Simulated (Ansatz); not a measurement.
Pressure series in Ba2CuHgO4

The parent structure is Ba2CuHgO4 (space group P4/mmm, No. 123; a cell from a computed database, its experimental status unchecked).

```xyz
8
Lattice="3.8526 0.0000 0.0000 0.0000 3.8526 0.0000 0.0000 0.0000 9.5503" Properties=species:S:1:pos:R:3 pbc="T T T"
Ba     1.9263     1.9263     6.6524
Ba     1.9263     1.9263     2.8979
Cu     0.0000     0.0000     4.7752
Hg     0.0000     0.0000     0.0000
O      0.0000     0.0000     7.5782
O      0.0000     0.0000     1.9721
O      0.0000     1.9263     4.7752
O      1.9263     0.0000     4.7752
```

Cell and atoms are relaxed at each pressure.

Method: PBEsol (Ansatz, an electronic-structure program; PAW; 420 eV plane waves; no spin-orbit coupling).

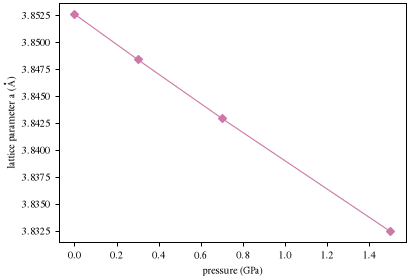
Fig. 1. Lattice parameter a against pressure

| pressure (GPa) | lattice parameter a |
|---|---|
| 0.3 | 3.848 Å |
| 0.7 | 3.843 Å |
| 1.5 | 3.832 Å |

Load acts through the strain it causes; cell and atoms are relaxed under it. Stability against distortions was not tested. No Hubbard U is applied and the magnetic state is the run's own (Ba2CuHgO4 not spin-polarised); other magnetic orders, which need larger cells, were not tried and can change the gap. The final runs are not spin-polarised. An odd electron count without spin: Ba2CuHgO4.
